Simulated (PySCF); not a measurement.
```tsv
atom	x (Å)	y (Å)	z (Å)
C	-1.0167	0.1969	0.0839
C	0.2797	-0.5671	0.0168
C	1.5774	0.0709	0.0972
O	1.1178	-0.3221	-1.1191
H	-0.8694	1.2218	-0.2492
H	-1.3828	0.2055	1.1083
H	-1.7658	-0.2730	-0.5509
H	0.2183	-1.6167	0.2913
H	1.8550	1.0899	0.2966
```

Geometry: GFN2-xTB.

Method: PySCF, UKS B3LYP, pcH-1 on C H O, non-relativistic, mean-field spin-orbit, GIAO.

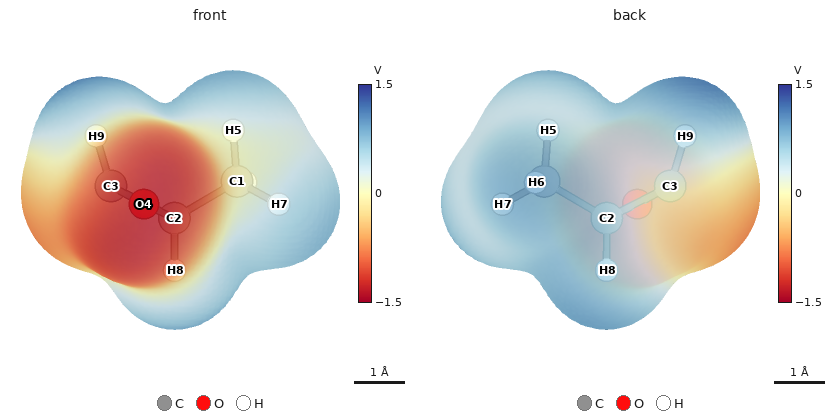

C3H5O (doublet). The electrostatic potential painted on the density surface at 0.002 e/bohr³, seen from the front and from behind; the colour scale runs from red (negative) to blue (positive).

Which sites attract a positive test charge, and which a negative one?

Answer. A positive charge is drawn to the negative regions and a negative charge to the positive ones. The most negative region (about −1.4 V, or −32 kcal/mol for a unit charge) lies over O4, the most positive (about +1.1 V, or +25 kcal/mol for a unit charge) over H9. O4 is the likeliest acceptor of a hydrogen bond.
